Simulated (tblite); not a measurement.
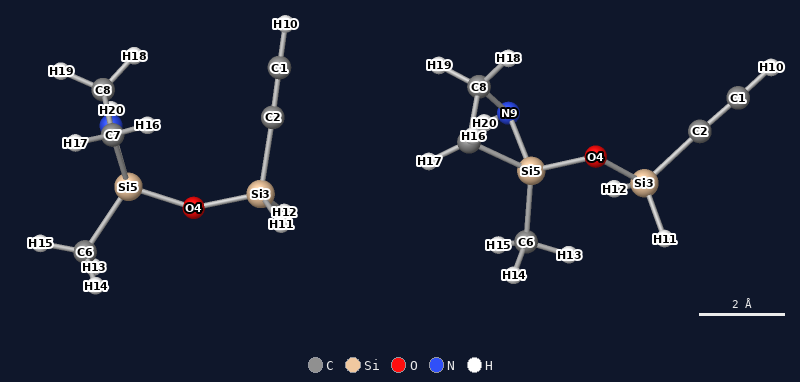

Two geometries of C$_{5}$H$_{11}$NOSi$_{2}$, drawn at one scale. One is the start of a relaxation, the other its converged end. Style: ball-and-stick. Shown at a tilt.

Computed with tblite 0.8.0, GFN2-xTB geometry optimisation, gas phase. 

Q: Which geometry has the lower energy?

A: The left one is the relaxed one. The largest move after the best rigid fit is that of H10, 2.47 Å. Largest moves by element: H 2.47 Å, O 1.73 Å, C 1.72 Å, Si 0.62 Å, N 0.43 Å. Among the contacts that change: Si3–Si5 2.747 → 3.142 Å, Si3–O4 1.737 → 1.626 Å, Si5–C7 1.833 → 1.910 Å, O4–Si5 1.693 → 1.630 Å. Bond angles that change, for instance: Si3–O4–Si5 106.4° → 149.6°, Si5–N9–H20 116.5° → 139.4°, O4–Si5–C6 113.1° → 104.8°. Groups turn about Si3–O4 by about 145°, O4–Si5 by about 140°, Si5–C6 by about 30°. The energy falls by 162.9 kJ/mol in 282 geometry steps.
